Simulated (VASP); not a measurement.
Band structure of MoSe2 (2H layered). Calculation: rev-vdW-DF2, VASP's PBE PAW potentials (set 64) (plane waves; VASP 6.6.1).

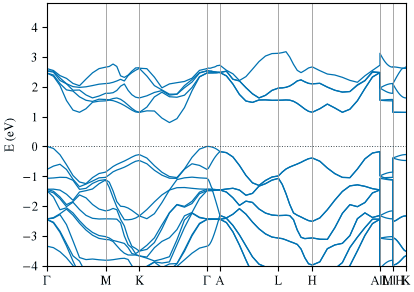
Fig. 1. Bands along high-symmetry lines, zero at the valence-band maximum or, without a gap, the Fermi level

Read the plot: is there a gap, and where are the band edges?

The gap is indirect, 0.80 eV, from the valence maximum at Γ to the conduction minimum at K-Γ at 0.44. (Edges off the drawn lines would not show.)

Measured: gap 1.09 eV (computed value off by -0.29 eV), as given by Li et al., (2013), arXiv:1302.0733.

The compound is MoSe2 in the 2H layered structure. It was relaxed first.
